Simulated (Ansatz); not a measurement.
**C2HF2Si radical: a ladder of functionals and wavefunction methods**

How much do the methods differ for C2HF2Si radical? The plan is to run it at one geometry with functionals of several rungs and with coupled cluster, and see how far each lands from CCSD(T) at the basis-set limit for the atomisation energy.

The runs use Ansatz 0.2.0, Gaussian basis; functionals in def2-TZVPP, the program's frozen cores in correlated methods.

Levels to be run: LDA (SPW92), PBE-D4, revPBE-D4, BLYP-D4, r2SCAN-D4, B97M-V, PBE0-D4, B3LYP-D4, r2SCANh-D4, r2SCAN0-D4, HSE06-D4, BHLYP-D4, CAM-B3LYP-D4, LC-ωPBE, ωB97X-V, ωB97M-V, B2PLYP, PBE-QIDH; CCSD(T)/def2-SVP; CCSD(T)/def2-TZVPP; MP2/def2-QZVPP; extrapolation to the limit; RPA on PBE.

### Step 1. The geometry

All runs share one geometry, relaxed beforehand with PBE0-D4 in a triple-zeta def2 set.

SMILES `C#C[Si](F)F`, 6 atoms, charge 0, spin multiplicity 2.

Atoms are counted from 1 here; the program's logs count them from 0.

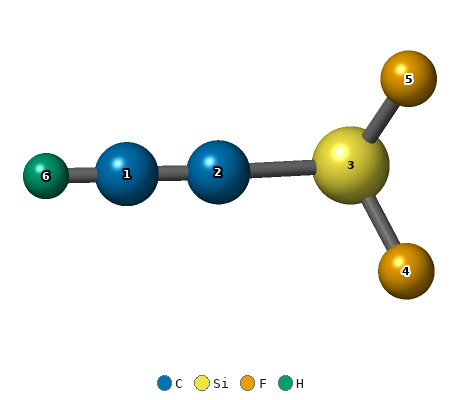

The geometry (carbon blue, silicon yellow, fluorine amber, hydrogen teal); atoms are numbered from 1 in the order of the file.

### Step 2. LDA

This LDA is Slater exchange with PW92 correlation.

The input, in.yaml:

```yaml
crystal:
  periodic: [false, false, false]
  atoms:
    - {symbol: C, position_ang: [-0.085898, 0.313442, 1.696404]}
    - {symbol: C, position_ang: [-0.084922, 0.112394, 0.506336]}
    - {symbol: Si, position_ang: [-0.336347, -0.088597, -1.273296]}
    - {symbol: F, position_ang: [-0.155976, -1.617160, -1.664255]}
    - {symbol: F, position_ang: [0.771508, 0.732672, -2.060734]}
    - {symbol: H, position_ang: [-0.066364, 0.483250, 2.749346]}
basis:
  gaussian: {orbitals: def2-TZVPP}
magnetization: {spin_polarized: true, initial_magnetization: 1}
hamiltonian: {xc: lda}
output: {orbitals: {seedname: orbitals}}
```

Log:

```text
Functional definition: SPW92
  name "SPW92"
  cite "Dirac, Proc. Camb. Phil. Soc. 26, 376 (1930) doi:10.1017/S0305004100016108"
  cite "Slater, Phys. Rev. 81, 385 (1951) doi:10.1103/PhysRev.81.385"
  cite "Perdew & Wang, Phys. Rev. B 45, 13244 (1992) doi:10.1103/PhysRevB.45.13244"
  exchange = slater_x
  correlation = pw_c
1019 factors; their error is unknown
mean field evaluation 1: about -15306.7049 eV, gradient 5.4e1 eV
mean field evaluation 2: about -15221.0914 eV, gradient 1.2e2 eV
mean field evaluation 4: about -15315.9764 eV, gradient 2.9e1 eV
mean field evaluation 8: about -15320.2230 eV, gradient 1.4e-1 eV
mean field evaluation 16: about -15320.2036 eV, gradient 3.1e-3 eV
mean field -15320.20363375 eV, -563.0070991334 hartree, gradient 4.5e-5 eV, S^2 0.750943; 0 other end points of the search recorded, 0 dependent functions left out
reference -15320.20366634 eV, -563.0071003311 hartree; 23, 22 occupied and 157, 158 virtual orbitals, 1019 factors
Total energy: -15320.20366634 eV, -563.0071003311 hartree
```

It took 1.1 s on 4 threads, shared host.

With the free atoms at this level, -15287.917 eV in sum, the atomisation energy is 3115.1 kJ/mol. HOMO -5.71 eV, LUMO -4.29 eV.

### Step 3. PBE-D4 (GGA)

in.yaml: that of step 2 with these lines changed.

```diff
@@ -12,3 +12,3 @@
 magnetization: {spin_polarized: true, initial_magnetization: 1}
-hamiltonian: {xc: lda}
-output: {orbitals: {seedname: orbitals}}
+hamiltonian: {xc: pbe, dispersion: d4}
+output: {forces: true, orbitals: {seedname: orbitals}}
```

Log, cut to the lines that bear on the results:

```text
Functional definition: PBE
  name "PBE"
  cite "Perdew, Burke & Ernzerhof, Phys. Rev. Lett. 77, 3865 (1996) doi:10.1103/PhysRevLett.77.3865"
  parent pbe
[...]
1019 factors; their error is unknown
[...]
mean field -15393.58703679 eV, -565.7038894541 hartree, gradient 6.0e-5 eV, S^2 0.751584; 0 other end points of the search recorded, 0 dependent functions left out
[...]
reference -15393.58707285 eV, -565.7038907791 hartree; 23, 22 occupied and 157, 158 virtual orbitals, 1019 factors
Total energy: -15393.71015745 eV, -565.7084140546 hartree
Atom 0 at    -0.085898     0.313442     1.696404 Å, force    -0.012257     0.166906     0.961372 eV/Å
Atom 1 at    -0.084922     0.112394     0.506336 Å, force     0.028419    -0.179666    -0.999043 eV/Å
Atom 2 at    -0.336347    -0.088597    -1.273296 Å, force    -0.552932     0.278454     0.357027 eV/Å
Atom 3 at    -0.155976    -1.617160    -1.664255 Å, force     0.053593    -0.691874    -0.172011 eV/Å
Atom 4 at     0.771508     0.732672    -2.060734 Å, force     0.481360     0.391866    -0.354815 eV/Å
Atom 5 at    -0.066364     0.483250     2.749346 Å, force     0.001818     0.034315     0.207469 eV/Å
Dipole moment:    -0.157947     0.126402     0.379856 e Å
```

Wall time 2.1 s (4 threads, shared host).

With the free atoms at this level, -15364.983 eV in sum, the atomisation energy is 2771.8 kJ/mol. HOMO -5.71 eV, LUMO -3.80 eV.

### Step 4. revPBE-D4 (GGA)

in.yaml: that of step 3 with these lines changed.

```diff
@@ -12,3 +12,3 @@
 magnetization: {spin_polarized: true, initial_magnetization: 1}
-hamiltonian: {xc: pbe, dispersion: d4}
-output: {forces: true, orbitals: {seedname: orbitals}}
+hamiltonian: {xc: {name: revPBE}, dispersion: d4}
+output: {orbitals: {seedname: orbitals}}
```

Log:

```text
Functional definition: revPBE
  name "revPBE"
  cite "Zhang & Yang, Phys. Rev. Lett. 80, 890 (1998) doi:10.1103/PhysRevLett.80.890"
  cite "Perdew, Burke & Ernzerhof, Phys. Rev. Lett. 77, 3865 (1996) doi:10.1103/PhysRevLett.77.3865"
  parameter kappa = 1.245
  parameter beta = 0.06672455060314922
  exchange = pbe_x(kappa = kappa, mu = beta*pi^2/3)
  correlation = pbe_c(beta = beta)
1019 factors; their error is unknown
mean field evaluation 1: about -15388.2258 eV, gradient 5.3e1 eV
mean field evaluation 2: about -15311.6471 eV, gradient 1.2e2 eV
mean field evaluation 4: about -15397.7547 eV, gradient 2.7e1 eV
mean field evaluation 8: about -15401.3451 eV, gradient 1.2e-1 eV
mean field evaluation 16: about -15401.3244 eV, gradient 3.4e-3 eV
mean field -15401.32439029 eV, -565.9882319504 hartree, gradient 6.5e-5 eV, S^2 0.751852; 0 other end points of the search recorded, 0 dependent functions left out
reference -15401.32443529 eV, -565.9882336042 hartree; 23, 22 occupied and 157, 158 virtual orbitals, 1019 factors
Total energy: -15401.69768684 eV, -566.0019503456 hartree
```

It took 1.9 s on 4 threads, shared host.

With the free atoms at this level, -15373.901 eV in sum, the atomisation energy is 2682.0 kJ/mol. HOMO -5.68 eV, LUMO -3.61 eV.

### Step 5. BLYP-D4 (GGA)

in.yaml: that of step 4 with these lines changed.

```diff
@@ -12,3 +12,3 @@
 magnetization: {spin_polarized: true, initial_magnetization: 1}
-hamiltonian: {xc: {name: revPBE}, dispersion: d4}
+hamiltonian: {xc: {name: BLYP}, dispersion: d4}
 output: {orbitals: {seedname: orbitals}}
```

Log:

```text
Functional definition: BLYP
  name "BLYP"
  cite "Becke, Phys. Rev. A 38, 3098 (1988) doi:10.1103/PhysRevA.38.3098"
  cite "Lee, Yang & Parr, Phys. Rev. B 37, 785 (1988) doi:10.1103/PhysRevB.37.785"
  parameter beta = 0.0042
  parameter a = 0.04918
  parameter b = 0.132
  parameter c = 0.2533
  parameter d = 0.349
  exchange = b88_x(beta = beta)
  correlation = lyp_c(a = a, b = b, c = c, d = d)
1019 factors; their error is unknown
mean field evaluation 1: about -15389.5759 eV, gradient 5.8e1 eV
mean field evaluation 2: about -15298.0260 eV, gradient 1.3e2 eV
mean field evaluation 4: about -15400.1064 eV, gradient 2.9e1 eV
mean field evaluation 8: about -15404.6050 eV, gradient 1.6e-1 eV
mean field evaluation 16: about -15404.5850 eV, gradient 3.6e-3 eV
mean field -15404.58502631 eV, -566.1080581140 hartree, gradient 1.0e-5 eV, S^2 0.751295; 0 other end points of the search recorded, 0 dependent functions left out
reference -15404.58533397 eV, -566.1080694205 hartree; 23, 22 occupied and 157, 158 virtual orbitals, 1019 factors
Total energy: -15404.85929574 eV, -566.1181373298 hartree
```

Wall time 2.1 s (4 threads, shared host).

With the free atoms at this level, -15376.877 eV in sum, the atomisation energy is 2699.9 kJ/mol. HOMO -5.52 eV, LUMO -3.86 eV.

### Step 6. r2SCAN-D4 (meta-GGA)

in.yaml: that of step 5 with these lines changed.

```diff
@@ -12,3 +12,3 @@
 magnetization: {spin_polarized: true, initial_magnetization: 1}
-hamiltonian: {xc: {name: BLYP}, dispersion: d4}
-output: {orbitals: {seedname: orbitals}}
+hamiltonian: {xc: r2scan, dispersion: d4}
+output: {forces: true, orbitals: {seedname: orbitals}}
```

Log, cut to the lines that bear on the results:

```text
Functional definition: r2SCAN
  name "r2SCAN"
  cite "Furness, Kaplan, Ning, Perdew & Sun, J. Phys. Chem. Lett. 11, 8208 (2020) doi:10.1021/acs.jpclett.0c02405"
  cite "Furness, Kaplan, Ning, Perdew & Sun, J. Phys. Chem. Lett. 11, 9248 (2020) doi:10.1021/acs.jpclett.0c03077"
  parent r2scan
[...]
1019 factors; their error is unknown
[...]
mean field -15401.42032572 eV, -565.9917575126 hartree, gradient 7.6e-5 eV, S^2 0.753237; 0 other end points of the search recorded, 0 dependent functions left out
[...]
reference -15401.42033813 eV, -565.9917579686 hartree; 23, 22 occupied and 157, 158 virtual orbitals, 1019 factors
Total energy: -15401.44906079 eV, -565.9928135069 hartree
Atom 0 at    -0.085898     0.313442     1.696404 Å, force    -0.011935     0.076630     0.426799 eV/Å
Atom 1 at    -0.084922     0.112394     0.506336 Å, force     0.000461    -0.070132    -0.414776 eV/Å
Atom 2 at    -0.336347    -0.088597    -1.273296 Å, force    -0.055522     0.043691     0.129268 eV/Å
Atom 3 at    -0.155976    -1.617160    -1.664255 Å, force     0.009105    -0.079912    -0.032184 eV/Å
Atom 4 at     0.771508     0.732672    -2.060734 Å, force     0.056381     0.039831    -0.052333 eV/Å
Atom 5 at    -0.066364     0.483250     2.749346 Å, force     0.001510    -0.010109    -0.056775 eV/Å
Dipole moment:    -0.171682     0.134023     0.392904 e Å
```

Run time: 5.5 s. Hardware: 4 threads, shared host; peak memory 0.27 GiB.

Atomisation energy: 2705.6 kJ/mol (free atoms -15373.408 eV, run apart). HOMO -6.10 eV, LUMO -3.32 eV.

### Step 7. B97M-V (meta-GGA)

in.yaml: that of step 6 with these lines changed.

```diff
@@ -12,3 +12,3 @@
 magnetization: {spin_polarized: true, initial_magnetization: 1}
-hamiltonian: {xc: r2scan, dispersion: d4}
-output: {forces: true, orbitals: {seedname: orbitals}}
+hamiltonian: {xc: {name: B97M-V}}
+output: {orbitals: {seedname: orbitals}}
```

Log, cut to the lines that bear on the results:

```text
Functional definition: B97M-V
  name "B97M-V"
  cite "Mardirossian & Head-Gordon, J. Chem. Phys. 142, 074111 (2015) doi:10.1063/1.4907719"
  cite "Becke, J. Chem. Phys. 107, 8554 (1997) doi:10.1063/1.475007"
  cite "Vydrov & Van Voorhis, J. Chem. Phys. 133, 244103 (2010) doi:10.1063/1.3521275"
  # Of w^i u^j: cxij and so on, Table III.
[...]
  gx(w, u) = cx00 + cx01*u + cx02*u^2 + (cx10 + cx11*u)*w
  gss(w, u) = css00 + css02*u^2 + css10*w + (css32*w^3 + css42*w^4)*u^2
  gos(w, u) = cos00 + cos01*u + cos03*u^3 + cos10*w + cos32*w^3*u^2
[...]
      + integral(e_c_pw_mod_opposite_spin*gos(b97_w_opposite, b97_u_opposite)) + vv10(b, c)
1019 factors; their error is unknown
[...]
mean field -15401.52730299 eV, -565.9956888549 hartree, gradient 6.8e-5 eV, S^2 0.752070; 0 other end points of the search recorded, 0 dependent functions left out
reference -15401.52735629 eV, -565.9956908135 hartree; 23, 22 occupied and 157, 158 virtual orbitals, 1019 factors
Total energy: -15401.52735629 eV, -565.9956908135 hartree
```

It took 7 s on 4 threads, shared host; peak memory 0.36 GiB.

Atomisation energy: 2685.1 kJ/mol (free atoms -15373.699 eV, run apart). HOMO -5.72 eV, LUMO -4.07 eV.

### Step 8. PBE0-D4 (hybrid)

in.yaml: that of step 7 with these lines changed.

```diff
@@ -12,3 +12,3 @@
 magnetization: {spin_polarized: true, initial_magnetization: 1}
-hamiltonian: {xc: {name: B97M-V}}
+hamiltonian: {xc: pbe0, dispersion: d4}
 output: {orbitals: {seedname: orbitals}}
```

Log:

```text
Functional definition: PBE0
  name "PBE0"
  cite "Adamo & Barone, J. Chem. Phys. 110, 6158 (1999) doi:10.1063/1.478522"
  cite "Perdew, Burke & Ernzerhof, Phys. Rev. Lett. 77, 3865 (1996) doi:10.1103/PhysRevLett.77.3865"
  parent pbe
  parameter a = 0.25
  parameter kappa = 0.804
  parameter beta = 0.06672455060314922
  exchange = (1 - a)*pbe_x(kappa = kappa, mu = beta*pi^2/3) + a*exact_x
  correlation = pbe_c(beta = beta)
1022 factors; their error is unknown
mean field evaluation 1: about -15386.3752 eV, gradient 4.4e1 eV
mean field evaluation 2: about -15375.2791 eV, gradient 6.3e1 eV
mean field evaluation 4: about -15393.8574 eV, gradient 9.5e0 eV
mean field evaluation 8: about -15394.2882 eV, gradient 3.9e-2 eV
mean field evaluation 16: about -15394.3342 eV, gradient 8.0e-4 eV
mean field -15394.33424827 eV, -565.7313489693 hartree, gradient 2.6e-5 eV, S^2 0.752160; 0 other end points of the search recorded, 0 dependent functions left out
reference -15394.33427520 eV, -565.7313499591 hartree; 23, 22 occupied and 157, 158 virtual orbitals, 1022 factors
Total energy: -15394.43764964 eV, -565.7351488995 hartree
```

Wall time 2.7 s (4 threads, shared host); peak memory 0.45 GiB.

With the free atoms at this level, -15366.640 eV in sum, the atomisation energy is 2682.1 kJ/mol. HOMO -7.01 eV, LUMO -2.87 eV.

### Step 9. B3LYP-D4 (hybrid)

B3LYP here takes the VWN-RPA correlation.

in.yaml: that of step 8 with these lines changed.

```diff
@@ -12,3 +12,3 @@
 magnetization: {spin_polarized: true, initial_magnetization: 1}
-hamiltonian: {xc: pbe0, dispersion: d4}
-output: {orbitals: {seedname: orbitals}}
+hamiltonian: {xc: {name: B3LYP}, dispersion: d4}
+output: {forces: true, orbitals: {seedname: orbitals}}
```

Log, cut to the lines that bear on the results:

```text
Functional definition: B3LYP
  name "B3LYP"
  cite "Stephens, Devlin, Chabalowski & Frisch, J. Phys. Chem. 98, 11623 (1994) doi:10.1021/j100096a001"
  cite "Becke, Phys. Rev. A 38, 3098 (1988) doi:10.1103/PhysRevA.38.3098"
  cite "Lee, Yang & Parr, Phys. Rev. B 37, 785 (1988) doi:10.1103/PhysRevB.37.785"
  cite "Vosko, Wilk & Nusair, Can. J. Phys. 58, 1200 (1980) doi:10.1139/p80-159"
[...]
1022 factors; their error is unknown
[...]
mean field -15406.08490460 eV, -566.1631776246 hartree, gradient 1.6e-5 eV, S^2 0.751800; 0 other end points of the search recorded, 0 dependent functions left out
[...]
reference -15406.08513190 eV, -566.1631859779 hartree; 23, 22 occupied and 157, 158 virtual orbitals, 1022 factors
Total energy: -15406.28581127 eV, -566.1705608085 hartree
Atom 0 at    -0.085898     0.313442     1.696404 Å, force     0.002684     0.016355     0.103527 eV/Å
Atom 1 at    -0.084922     0.112394     0.506336 Å, force     0.006941     0.009278     0.071312 eV/Å
Atom 2 at    -0.336347    -0.088597    -1.273296 Å, force    -0.211907     0.104900     0.126202 eV/Å
Atom 3 at    -0.155976    -1.617160    -1.664255 Å, force     0.027812    -0.244390    -0.062378 eV/Å
Atom 4 at     0.771508     0.732672    -2.060734 Å, force     0.176410     0.132055    -0.125837 eV/Å
Atom 5 at    -0.066364     0.483250     2.749346 Å, force    -0.001939    -0.018198    -0.112825 eV/Å
Dipole moment:    -0.187621     0.141275     0.398590 e Å
```

Run time: 3.2 s. Hardware: 4 threads, shared host; peak memory 0.45 GiB.

Atomisation energy: 2670.3 kJ/mol (free atoms -15378.610 eV, run apart). HOMO -6.72 eV, LUMO -3.30 eV.

### Step 10. r2SCANh-D4 (hybrid)

in.yaml: that of step 9 with these lines changed.

```diff
@@ -12,3 +12,3 @@
 magnetization: {spin_polarized: true, initial_magnetization: 1}
-hamiltonian: {xc: {name: B3LYP}, dispersion: d4}
-output: {forces: true, orbitals: {seedname: orbitals}}
+hamiltonian: {xc: {name: r2SCANh}, dispersion: d4}
+output: {orbitals: {seedname: orbitals}}
```

Log, cut to the lines that bear on the results:

```text
Functional definition: r2SCANh
  name "r2SCANh"
  cite "Bursch, Neugebauer, Ehlert & Grimme, J. Chem. Phys. 156, 134105 (2022) doi:10.1063/5.0086040"
  cite "Furness, Kaplan, Ning, Perdew & Sun, J. Phys. Chem. Lett. 11, 8208 (2020) doi:10.1021/acs.jpclett.0c02405"
  cite "Furness, Kaplan, Ning, Perdew & Sun, J. Phys. Chem. Lett. 11, 9248 (2020) doi:10.1021/acs.jpclett.0c03077"
  parent r2scan
[...]
1019 factors; their error is unknown
[...]
mean field -15400.94006553 eV, -565.9741082761 hartree, gradient 6.8e-5 eV, S^2 0.753488; 0 other end points of the search recorded, 0 dependent functions left out
reference -15400.94007685 eV, -565.9741086921 hartree; 23, 22 occupied and 157, 158 virtual orbitals, 1019 factors
Total energy: -15400.97086776 eV, -565.9752402374 hartree
```

Run time: 4.9 s. Hardware: 4 threads, shared host; peak memory 0.5 GiB.

Atomisation energy: 2673.3 kJ/mol (free atoms -15373.264 eV, run apart). HOMO -6.58 eV, LUMO -3.02 eV.

### Step 11. r2SCAN0-D4 (hybrid)

in.yaml: that of step 10 with these lines changed.

```diff
@@ -12,3 +12,3 @@
 magnetization: {spin_polarized: true, initial_magnetization: 1}
-hamiltonian: {xc: {name: r2SCANh}, dispersion: d4}
+hamiltonian: {xc: {name: r2SCAN0}, dispersion: d4}
 output: {orbitals: {seedname: orbitals}}
```

Log, cut to the lines that bear on the results:

```text
Functional definition: r2SCAN0
  name "r2SCAN0"
  cite "Bursch, Neugebauer, Ehlert & Grimme, J. Chem. Phys. 156, 134105 (2022) doi:10.1063/5.0086040"
  cite "Furness, Kaplan, Ning, Perdew & Sun, J. Phys. Chem. Lett. 11, 8208 (2020) doi:10.1021/acs.jpclett.0c02405"
  cite "Furness, Kaplan, Ning, Perdew & Sun, J. Phys. Chem. Lett. 11, 9248 (2020) doi:10.1021/acs.jpclett.0c03077"
  parent r2scan
[...]
1022 factors; their error is unknown
[...]
mean field -15400.25186021 eV, -565.9488171969 hartree, gradient 5.5e-5 eV, S^2 0.754038; 0 other end points of the search recorded, 0 dependent functions left out
reference -15400.25186991 eV, -565.9488175534 hartree; 23, 22 occupied and 157, 158 virtual orbitals, 1022 factors
Total energy: -15400.28607088 eV, -565.9500744161 hartree
```

Wall time 5.5 s (4 threads, shared host); peak memory 0.5 GiB.

With the free atoms at this level, -15373.062 eV in sum, the atomisation energy is 2626.7 kJ/mol. HOMO -7.29 eV, LUMO -2.59 eV.

### Step 12. HSE06-D4 (hybrid)

HSE06 is the plane-wave form, built on full-range PBE exchange.

in.yaml: that of step 11 with these lines changed.

```diff
@@ -12,3 +12,3 @@
 magnetization: {spin_polarized: true, initial_magnetization: 1}
-hamiltonian: {xc: {name: r2SCAN0}, dispersion: d4}
+hamiltonian: {xc: hse06, dispersion: d4}
 output: {orbitals: {seedname: orbitals}}
```

Log, cut to the lines that bear on the results:

```text
Functional definition: HSE06
  name "HSE06"
  cite "Heyd, Scuseria & Ernzerhof, J. Chem. Phys. 118, 8207 (2003) doi:10.1063/1.1564060"
  cite "Krukau, Vydrov, Izmaylov & Scuseria, J. Chem. Phys. 125, 224106 (2006) doi:10.1063/1.2404663"
  cite "Heyd & Scuseria, J. Chem. Phys. 120, 7274 (2004) doi:10.1063/1.1668634"
  cite "Ernzerhof & Perdew, J. Chem. Phys. 109, 3313 (1998) doi:10.1063/1.476928"
  cite "Perdew, Burke & Ernzerhof, Phys. Rev. Lett. 77, 3865 (1996) doi:10.1103/PhysRevLett.77.3865"
  parent pbe
[...]
  # The whole range is PBE's own exchange, as in plane waves. The composition of these papers is wPBEh.
[...]
1022 factors; their error is unknown
71 factors; integrals over basis functions are off by at most 1.7e-6 eV
[...]
mean field -15393.83127232 eV, -565.7128649443 hartree, gradient 7.6e-5 eV, S^2 0.752127; 0 other end points of the search recorded, 0 dependent functions left out
reference -15393.83130821 eV, -565.7128662632 hartree; 23, 22 occupied and 157, 158 virtual orbitals, 1022 factors
Total energy: -15393.92777897 eV, -565.7164114981 hartree
```

It took 2.6 s on 4 threads, shared host; peak memory 0.48 GiB.

Atomisation energy: 2684.5 kJ/mol (free atoms -15366.105 eV, run apart). HOMO -6.60 eV, LUMO -3.25 eV.

### Step 13. BHLYP-D4 (hybrid)

in.yaml: that of step 12 with these lines changed.

```diff
@@ -12,3 +12,3 @@
 magnetization: {spin_polarized: true, initial_magnetization: 1}
-hamiltonian: {xc: hse06, dispersion: d4}
+hamiltonian: {xc: {name: BHLYP}, dispersion: d4}
 output: {orbitals: {seedname: orbitals}}
```

Log:

```text
Functional definition: BHLYP
  name "BHLYP"
  cite "Becke, J. Chem. Phys. 98, 1372 (1993) doi:10.1063/1.464304"
  cite "Becke, Phys. Rev. A 38, 3098 (1988) doi:10.1103/PhysRevA.38.3098"
  cite "Lee, Yang & Parr, Phys. Rev. B 37, 785 (1988) doi:10.1103/PhysRevB.37.785"
  parameter a = 0.5
  exchange = (1 - a)*b88_x + a*exact_x
  correlation = lyp_c
1161 factors; their error is unknown
mean field evaluation 1: about -15396.3646 eV, gradient 3.9e1 eV
mean field evaluation 2: about -15396.6856 eV, gradient 4.0e1 eV
mean field evaluation 4: about -15402.2347 eV, gradient 2.7e0 eV
mean field evaluation 8: about -15402.3860 eV, gradient 2.7e-1 eV
mean field evaluation 16: about -15402.3862 eV, gradient 2.0e-4 eV
mean field -15402.38616156 eV, -566.0272513249 hartree, gradient 4.9e-5 eV, S^2 0.753414; 0 other end points of the search recorded, 0 dependent functions left out
reference -15402.38631427 eV, -566.0272569369 hartree; 23, 22 occupied and 157, 158 virtual orbitals, 1161 factors
Total energy: -15402.54214532 eV, -566.0329836226 hartree
```

It took 2.7 s on 4 threads, shared host; peak memory 0.47 GiB.

With the free atoms at this level, -15376.076 eV in sum, the atomisation energy is 2553.6 kJ/mol. HOMO -8.14 eV, LUMO -2.10 eV.

### Step 14. CAM-B3LYP-D4 (range-separated)

in.yaml: that of step 13 with these lines changed.

```diff
@@ -12,3 +12,3 @@
 magnetization: {spin_polarized: true, initial_magnetization: 1}
-hamiltonian: {xc: {name: BHLYP}, dispersion: d4}
+hamiltonian: {xc: {name: CAM-B3LYP}, dispersion: d4}
 output: {orbitals: {seedname: orbitals}}
```

Log, cut to the lines that bear on the results:

```text
Functional definition: CAM-B3LYP
  name "CAM-B3LYP"
  cite "Yanai, Tew & Handy, Chem. Phys. Lett. 393, 51 (2004) doi:10.1016/j.cplett.2004.06.011"
  cite "Iikura, Tsuneda, Yanai & Hirao, J. Chem. Phys. 115, 3540 (2001) doi:10.1063/1.1383587"
  cite "Becke, Phys. Rev. A 38, 3098 (1988) doi:10.1103/PhysRevA.38.3098"
  cite "Lee, Yang & Parr, Phys. Rev. B 37, 785 (1988) doi:10.1103/PhysRevB.37.785"
  cite "Vosko, Wilk & Nusair, Can. J. Phys. 58, 1200 (1980) doi:10.1139/p80-159"
[...]
  # Exact exchange under (alpha + beta erf(omega r))/r, Becke's under what is left of 1/r.
[...]
1022 factors; their error is unknown
216 factors; integrals over basis functions are off by at most 1.4e-5 eV
[...]
mean field -15403.37936123 eV, -566.0637507395 hartree, gradient 3.9e-5 eV, S^2 0.752303; 0 other end points of the search recorded, 0 dependent functions left out
reference -15403.37947166 eV, -566.0637547979 hartree; 23, 22 occupied and 157, 158 virtual orbitals, 1022 factors
Total energy: -15403.48458586 eV, -566.0676176735 hartree
```

It took 3 s on 4 threads, shared host; peak memory 0.51 GiB.

Atomisation energy: 2689.0 kJ/mol (free atoms -15375.615 eV, run apart). HOMO -8.29 eV, LUMO -2.01 eV.

(Part 1 of 2 ends here.)
